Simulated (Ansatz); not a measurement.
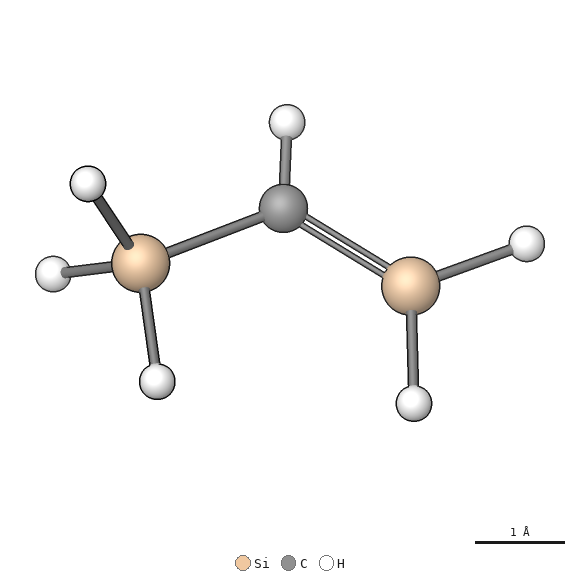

> Count the atoms of each element.

CH6Si2, 9 atoms: 1 carbon, 6 hydrogen and 2 silicon.

> Name functional groups in it.

Among them: Si–H bond.

More results for the same structure follow; atom numbers are the same in all pictures, views and colours differ. The computed structure is the end point of a PBE0-D4/def2-TZVP optimisation. No frequency run is at hand to confirm it as a minimum.

### Symmetry

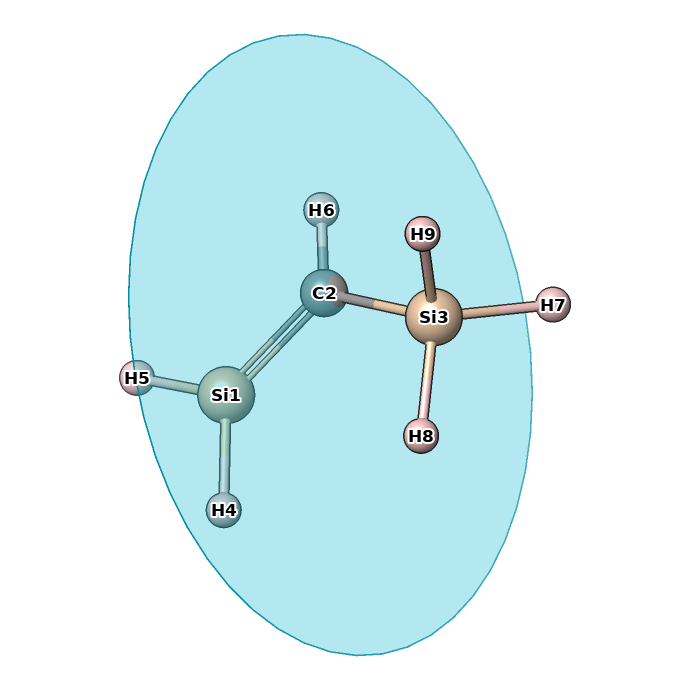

A disc through the centre of mass is drawn in. Atoms fade into the background with distance from the viewer. No frequency run is at hand to confirm it as a minimum.

> Is the plane of the disc a mirror plane of the structure?

No. The point group is Cs, with 1 mirror plane, and this plane isn't one of its mirror planes.

### Electronic properties

No frequency run is at hand to confirm it as a minimum. Method: RKS PBE0-D4/def2-TZVPP (Ansatz 0.2.0).

Predict the main results.

- HOMO energy (Kohn–Sham orbital): −6.88 eV
- LUMO energy (Kohn–Sham orbital): −1.65 eV
- HOMO–LUMO gap: 5.23 eV
- dispersion correction: −15.7 kJ/mol

### Charges

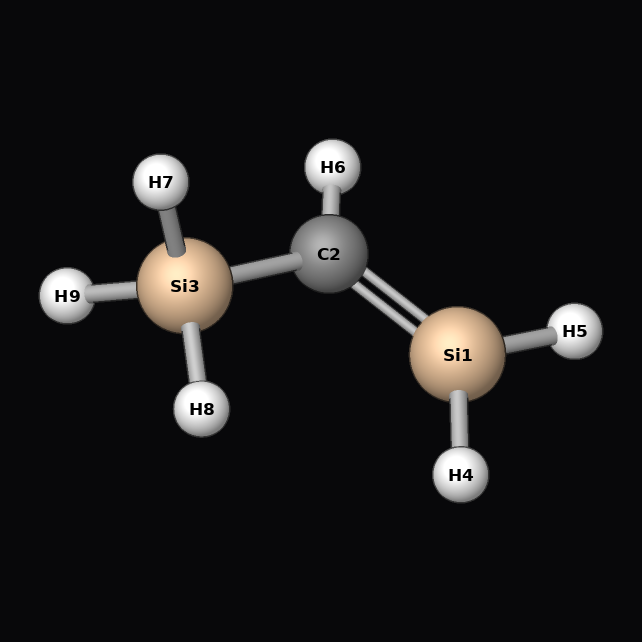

The questions are on Mulliken charges. No frequency run is at hand to confirm it as a minimum. Method: RKS PBE0-D4/def2-TZVP (Ansatz 0.2.0).

> Which atom carries the highest charge (most positive or least negative)?

Si3 (0.18 e).

> And the lowest?

C2 (−0.41 e).

Give the Mulliken charges atom by atom.

```json
{"atom": "Si1", "value (e)": "0.16"}
{"atom": "C2", "value (e)": "−0.41"}
{"atom": "Si3", "value (e)": "0.18"}
{"atom": "H4", "value (e)": "0.02"}
{"atom": "H5", "value (e)": "0.01"}
{"atom": "H6", "value (e)": "0.15"}
{"atom": "H7", "value (e)": "−0.03"}
{"atom": "H8", "value (e)": "−0.04"}
{"atom": "H9", "value (e)": "−0.03"}
```

### Dipole moment

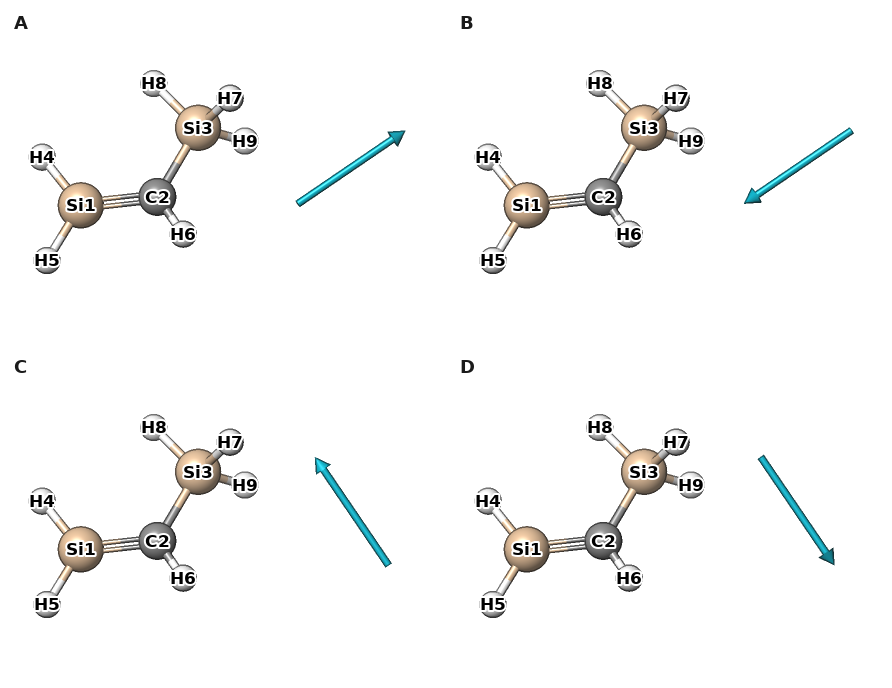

The same molecule four times, each with an arrow. No frequency run is at hand to confirm it as a minimum. Method: RKS PBE0-D4/def2-TZVP (Ansatz 0.2.0).

> Which arrow points along the dipole moment, from the negative to the positive end?

B. The dipole moment is 1.78 D; it points from the side of H7, H9 to the side of H5 (the outermost atoms at the two ends).

Mulliken values depend strongly on the basis set and can even reverse the polarity of a bond.
